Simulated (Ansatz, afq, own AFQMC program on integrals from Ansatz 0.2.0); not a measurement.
# BSiH3 (triplet): quantum Monte Carlo beside coupled cluster at distance Si1–B2 = 2.378 Å, cc-pVDZ, part 1 of 2

How near does AFQMC come to the top of the ladder for BSiH3 (triplet)?

Method: cc-pVDZ, frozen cores; program: Ansatz 0.2.0, Gaussian basis, and an in-house AFQMC program (afq) on its integrals; all values are calculated.

Plan: PBE (unrestricted); r2SCAN (unrestricted); PBE0 (unrestricted); B3LYP (unrestricted); wB97M-V (unrestricted); B2PLYP (unrestricted); CCSD(T) on UHF; CCSDT(Q) on UHF; Phaseless AFQMC, CISD trial on UHF; Phaseless AFQMC, single-determinant trial on UHF; Free-projection AFQMC, CISD trial on UHF.

4 further runs of the same task are left out: 4 that didn't finish.

### Step 1. The system

The geometry derives from a PBE0/def2-TZVP stationary point (not a proven minimum). One bond is set to the value named and the two fragments are kept rigid.

5 atoms, charge 0, spin multiplicity 3.

Atoms are counted from 1 here; the program's logs count them from 0.

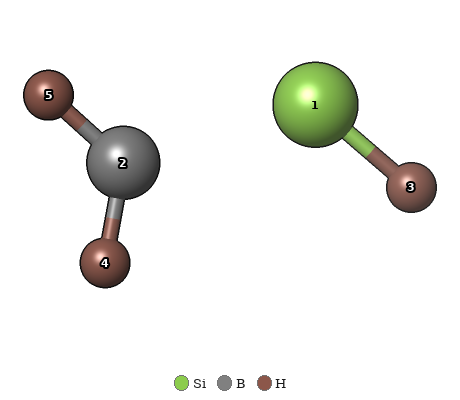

The geometry (silicon green, boron grey, hydrogen brown); atoms are numbered from 1 in the order of the file.

### Step 2. PBE (unrestricted)

The input, in.yaml:

```yaml
crystal:
  periodic: [false, false, false]
  atoms:
    - {symbol: Si, position_ang: [0.000000, -0.098183, 0.730246]}
    - {symbol: B, position_ang: [0.000000, 0.117752, -1.637930]}
    - {symbol: H, position_ang: [0.000000, 1.082748, 1.652115]}
    - {symbol: H, position_ang: [0.000000, 1.229389, -2.083281]}
    - {symbol: H, position_ang: [0.000000, -0.839319, -2.348435]}
basis:
  gaussian: {orbitals: cc-pVDZ}
magnetization: {spin_polarized: true, initial_magnetization: 2}
hamiltonian: {xc: {name: PBE}}
output: {orbitals: {seedname: orbitals}}
```

The run is started by

```bash
ansatz run in.yaml --threads 1 --pin off --events-out ev --progress --plain --max-ram 1382MiB
```

The log of the run:

```text
Functional definition: PBE
  name "PBE"
  cite "Perdew, Burke & Ernzerhof, Phys. Rev. Lett. 77, 3865 (1996) doi:10.1103/PhysRevLett.77.3865"
  parent pbe
  parameter kappa = 0.804
  parameter beta = 0.06672455060314922
  exchange = pbe_x(kappa = kappa, mu = beta*pi^2/3)
  correlation = pbe_c(beta = beta)
566 factors; their error is unknown
mean field evaluation 1: about -8588.1249 eV, gradient 2.3e1 eV
mean field evaluation 2: about -8545.1331 eV, gradient 5.8e1 eV
mean field evaluation 4: about -8593.1660 eV, gradient 3.1e0 eV
mean field evaluation 8: about -8593.2804 eV, gradient 5.2e-2 eV
mean field evaluation 16: about -8593.2597 eV, gradient 4.2e-5 eV
mean field -8593.25971924 eV, -315.7964699614 hartree, gradient 9.5e-6 eV, S^2 2.003107; 0 other end points of the search recorded, 0 dependent functions left out
reference -8593.25975111 eV, -315.7964711327 hartree; 12, 10 occupied and 35, 37 virtual orbitals, 566 factors
Total energy: -8593.25975111 eV, -315.7964711327 hartree
```

Run time: 1.7 s. Hardware: 1 thread of Arm Neoverse N1, shared host.

From the report: ⟨S²⟩ of the determinant 2.003 (pure triplet: 2.00).

### Step 3. r2SCAN (unrestricted)

in.yaml: that of step 2 with these lines changed.

```diff
@@ -11,3 +11,2 @@
 magnetization: {spin_polarized: true, initial_magnetization: 2}
-hamiltonian: {xc: {name: PBE}}
-output: {orbitals: {seedname: orbitals}}
+hamiltonian: {xc: {name: r2SCAN}}
```

Launched as before.

The log of the run:

```text
Functional definition: r2SCAN
  name "r2SCAN"
  cite "Furness, Kaplan, Ning, Perdew & Sun, J. Phys. Chem. Lett. 11, 8208 (2020) doi:10.1021/acs.jpclett.0c02405"
  cite "Furness, Kaplan, Ning, Perdew & Sun, J. Phys. Chem. Lett. 11, 9248 (2020) doi:10.1021/acs.jpclett.0c03077"
  parent r2scan
  parameter k0 = 0.174
  parameter k1 = 0.065
  parameter a1 = 4.9479
  exchange = r2scan_x(k0 = k0, k1 = k1, a1 = a1)
  correlation = r2scan_c
566 factors; their error is unknown
mean field evaluation 1: about -8593.4352 eV, gradient 2.0e1 eV
mean field evaluation 2: about -8564.5902 eV, gradient 4.6e1 eV
mean field evaluation 4: about -8597.3631 eV, gradient 2.3e0 eV
mean field evaluation 8: about -8597.4126 eV, gradient 1.0e-1 eV
mean field evaluation 16: about -8597.4128 eV, gradient 1.2e-4 eV
mean field -8597.41276494 eV, -315.9490915759 hartree, gradient 4.0e-5 eV, S^2 2.006277; 0 other end points of the search recorded, 0 dependent functions left out
reference -8597.41277552 eV, -315.9490919645 hartree; 12, 10 occupied and 35, 37 virtual orbitals, 566 factors
Total energy: -8597.41277552 eV, -315.9490919645 hartree
```

Wall time 4.2 s (1 thread of Arm Neoverse N1, shared host).

From the report: ⟨S²⟩ of the determinant 2.006 (pure triplet: 2.00).

### Step 4. PBE0 (unrestricted)

in.yaml: that of step 3 with these lines changed.

```diff
@@ -11,2 +11,3 @@
 magnetization: {spin_polarized: true, initial_magnetization: 2}
-hamiltonian: {xc: {name: r2SCAN}}
+hamiltonian: {xc: {name: PBE0}}
+output: {orbitals: {seedname: orbitals}}
```

Same command.

The log of the run:

```text
Functional definition: PBE0
  name "PBE0"
  cite "Adamo & Barone, J. Chem. Phys. 110, 6158 (1999) doi:10.1063/1.478522"
  cite "Perdew, Burke & Ernzerhof, Phys. Rev. Lett. 77, 3865 (1996) doi:10.1103/PhysRevLett.77.3865"
  parent pbe
  parameter a = 0.25
  parameter kappa = 0.804
  parameter beta = 0.06672455060314922
  exchange = (1 - a)*pbe_x(kappa = kappa, mu = beta*pi^2/3) + a*exact_x
  correlation = pbe_c(beta = beta)
446 factors; integrals over basis functions are off by at most 1.2e-3 eV
mean field evaluation 1: about -8591.5470 eV, gradient 1.6e1 eV
mean field evaluation 2: about -8589.1760 eV, gradient 2.2e1 eV
mean field evaluation 4: about -8594.1716 eV, gradient 9.3e-1 eV
mean field evaluation 8: about -8594.2554 eV, gradient 1.7e-1 eV
mean field evaluation 16: about -8594.2568 eV, gradient 5.7e-4 eV
mean field -8594.25680842 eV, -315.8331123130 hartree, gradient 2.6e-5 eV, S^2 2.003893; 0 other end points of the search recorded, 0 dependent functions left out
reference -8594.25683231 eV, -315.8331131908 hartree; 12, 10 occupied and 35, 37 virtual orbitals, 446 factors
Total energy: -8594.25683231 eV, -315.8331131908 hartree
```

Wall time 2.4 s (1 thread of Arm Neoverse N1, shared host).

From the report: ⟨S²⟩ of the determinant 2.004 (pure triplet: 2.00).

### Step 5. B3LYP (unrestricted)

in.yaml: that of step 4 with these lines changed.

```diff
@@ -11,3 +11,2 @@
 magnetization: {spin_polarized: true, initial_magnetization: 2}
-hamiltonian: {xc: {name: PBE0}}
-output: {orbitals: {seedname: orbitals}}
+hamiltonian: {xc: {name: B3LYP}}
```

Same command.

The log of the run, cut to the lines that bear on the results:

```text
Functional definition: B3LYP
  name "B3LYP"
  cite "Stephens, Devlin, Chabalowski & Frisch, J. Phys. Chem. 98, 11623 (1994) doi:10.1021/j100096a001"
  cite "Becke, Phys. Rev. A 38, 3098 (1988) doi:10.1103/PhysRevA.38.3098"
  cite "Lee, Yang & Parr, Phys. Rev. B 37, 785 (1988) doi:10.1103/PhysRevB.37.785"
  cite "Vosko, Wilk & Nusair, Can. J. Phys. 58, 1200 (1980) doi:10.1139/p80-159"
[...]
446 factors; integrals over basis functions are off by at most 1.2e-3 eV
[...]
mean field -8599.37998504 eV, -316.0213855813 hartree, gradient 5.8e-6 eV, S^2 2.002982; 0 other end points of the search recorded, 0 dependent functions left out
reference -8599.38019417 eV, -316.0213932664 hartree; 12, 10 occupied and 35, 37 virtual orbitals, 446 factors
Total energy: -8599.38019417 eV, -316.0213932664 hartree
```

Run time: 2.3 s. Hardware: 1 thread of Arm Neoverse N1, shared host.

From the report: ⟨S²⟩ of the determinant 2.003 (pure triplet: 2.00).

### Step 6. wB97M-V (unrestricted)

in.yaml: that of step 5 with these lines changed.

```diff
@@ -11,2 +11,3 @@
 magnetization: {spin_polarized: true, initial_magnetization: 2}
-hamiltonian: {xc: {name: B3LYP}}
+hamiltonian: {xc: {name: wB97M-V}}
+output: {orbitals: {seedname: orbitals}}
```

Launched as before.

The log of the run, cut to the lines that bear on the results:

```text
Functional definition: wB97M-V
  name "wB97M-V"
  cite "Mardirossian & Head-Gordon, J. Chem. Phys. 144, 214110 (2016) doi:10.1063/1.4952647"
  cite "Becke, J. Chem. Phys. 107, 8554 (1997) doi:10.1063/1.475007"
  cite "Vydrov & Van Voorhis, J. Chem. Phys. 133, 244103 (2010) doi:10.1063/1.3521275"
  # Of w^i u^j: cxij and so on, Table III.
[...]
  gx(w, u) = 1 - cx + cx01*u + cx10*w
  gss(w, u) = css00 + css04*u^4 + css10*w + css20*w^2 + css43*w^4*u^3
  gos(w, u) = cos00 + cos10*w + (cos20 + cos21*u)*w^2 + (cos60 + cos61*u)*w^6
[...]
      + integral(e_c_pw_mod_opposite_spin*gos(b97_w_opposite, b97_u_opposite)) + vv10(b, c)
446 factors; integrals over basis functions are off by at most 1.2e-3 eV
169 factors; integrals over basis functions are off by at most 1.3e-5 eV
[...]
mean field -8597.14634665 eV, -315.9393008841 hartree, gradient 8.2e-5 eV, S^2 2.001914; 0 other end points of the search recorded, 0 dependent functions left out
reference -8597.14638231 eV, -315.9393021949 hartree; 12, 10 occupied and 35, 37 virtual orbitals, 446 factors
Total energy: -8597.14638231 eV, -315.9393021949 hartree
```

It took 11 s on 1 thread of Arm Neoverse N1, shared host.

From the report: ⟨S²⟩ of the determinant 2.002 (pure triplet: 2.00).

### Step 7. B2PLYP (unrestricted)

in.yaml: that of step 6 with these lines changed.

```diff
@@ -11,3 +11,3 @@
 magnetization: {spin_polarized: true, initial_magnetization: 2}
-hamiltonian: {xc: {name: wB97M-V}}
-output: {orbitals: {seedname: orbitals}}
+hamiltonian: {xc: {name: B2PLYP}}
+correlation: {electrons: outside_noble_gas}
```

The command is unchanged.

The log of the run, cut to the lines that bear on the results:

```text
Functional definition: B2PLYP
  name "B2PLYP"
  cite "Grimme, J. Chem. Phys. 124, 034108 (2006) doi:10.1063/1.2148954"
  cite "Becke, Phys. Rev. A 38, 3098 (1988) doi:10.1103/PhysRevA.38.3098"
  cite "Lee, Yang & Parr, Phys. Rev. B 37, 785 (1988) doi:10.1103/PhysRevB.37.785"
[...]
446 factors; integrals over basis functions are off by at most 1.2e-3 eV
[...]
mean field -8592.72289033 eV, -315.7767418629 hartree, gradient 3.9e-6 eV, S^2 2.005402; 0 other end points of the search recorded, 0 dependent functions left out
6 core orbitals not correlated: weight in the atoms' cores, before any rotation towards them, 1.000 or more for the frozen orbitals, at most 0.000 for the correlated occupied ones
reference -8592.72302394 eV, -315.7767467729 hartree; 6, 4 occupied and 35, 37 virtual orbitals, 446 factors
second order -5.27937604 eV of doubles, -0.00000000 eV of singles
Total energy: -8594.14845547 eV, -315.8291304155 hartree
```

Run time: 2.7 s. Hardware: 1 thread of Arm Neoverse N1, shared host.

From the report: ⟨S²⟩ of the determinant 2.005 (pure triplet: 2.00).

### Step 8. CCSD(T) on UHF

in.yaml: that of step 7 with these lines changed.

```diff
@@ -11,3 +11,2 @@
 magnetization: {spin_polarized: true, initial_magnetization: 2}
-hamiltonian: {xc: {name: B2PLYP}}
-correlation: {electrons: outside_noble_gas}
+correlation: {method: ccsd_t, electrons: outside_noble_gas, hamiltonian_folder: ham}
```

Same command.

The log of the run, cut to the lines that bear on the results:

```text
Functional definition: HF
  name "HF"
  cite "Fock, Z. Phys. 61, 126 (1930) doi:10.1007/BF01340294"
  parent pbe
[...]
446 factors; integrals over basis functions are off by at most 1.2e-3 eV
[...]
mean field -8578.22762731 eV, -315.2440507720 hartree, gradient 2.2e-6 eV, S^2 2.008779; 2 other end points of the search recorded, 0 dependent functions left out
determinant -8578.22762731 eV, -315.2440507720 hartree, with singles and doubles -8583.34307026 eV, -315.4320398332 hartree
determinant -8575.18523612 eV, -315.1322449582 hartree, with singles and doubles -8580.30832386 eV, -315.3205149601 hartree
determinant -8575.03208993 eV, -315.1266169396 hartree, with singles and doubles -8580.65950840 eV, -315.3334207539 hartree
6 core orbitals not correlated: weight in the atoms' cores, before any rotation towards them, 1.000 or more for the frozen orbitals, at most 0.000 for the correlated occupied ones
reference -8578.22762731 eV, -315.2440507720 hartree; 6, 4 occupied and 35, 37 virtual orbitals, 446 factors
second order -4.04193968 eV of doubles, -0.00000000 eV of singles
cycle   1  -5.11563046 eV  change   -1.9e-4 eV  update   1.7e-3
[...]
cycle   9  -5.11667485 eV  change    4.4e-6 eV  update   2.5e-6
perturbative correction -0.15703396 eV, -0.0057708916 hartree
Total energy: -8583.50133611 eV, -315.4378559960 hartree
```

It took 3.6 s on 1 thread of Arm Neoverse N1, shared host.

From the report: ⟨S²⟩ of the determinant 2.009 (pure triplet: 2.00); correlation -5.2737 eV; T1 0.032; largest double amplitude 0.06.

This run also writes the integrals to the folder ham.

(Continued in part 2 of 2.)
